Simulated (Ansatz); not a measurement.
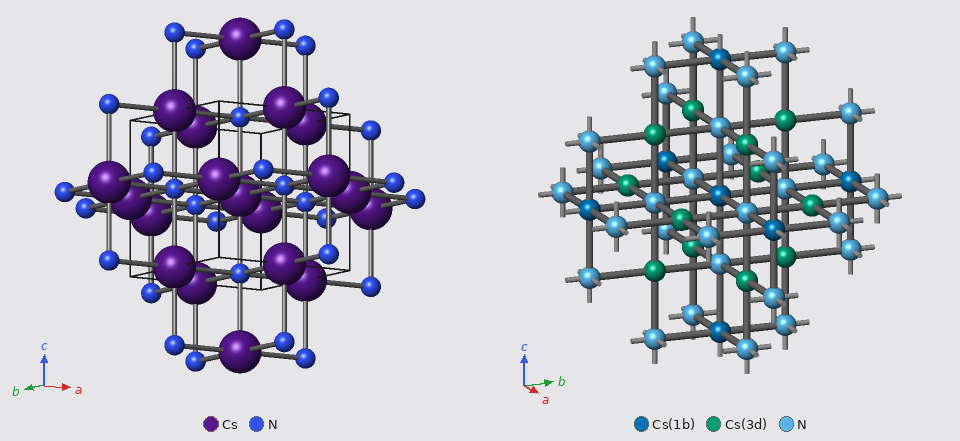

Left: the structure. Right: its underlying net. Nodes are coloured by topological kind. Short stubs are edges that leave the cut-out.

The compound is Cs₄N₃ (space group Pm-3m, No. 221), taken as the geometry relaxed with Ansatz 0.2.0, DFT PBE, scalar-relativistic, plane waves, PAW; the starting structure was generated, so it need not be a known form of this composition.

Bonds are taken as Cs–N below 3.5 Å. Simplification: prune 0- and 1-connected atoms, fold 2-connected ones into links.

The result is a trinodal (4,6,6)-connected, three-periodic net: Cs(3d) is a 4-connected node; N is a 6-connected node; Cs(1b) is a 6-connected node, in the ratio 3:3:1. It is a single net, without interpenetration.

```csv
node,links,point symbol,coordination sequence
Cs(3d),4,4⁴·6²,4 16 28 66 76 146 148 258
N,6,4⁸·6⁷,6 14 38 50 102 110 198 194
Cs(1b),6,4¹²·6³,6 18 30 66 78 146 150 258
```
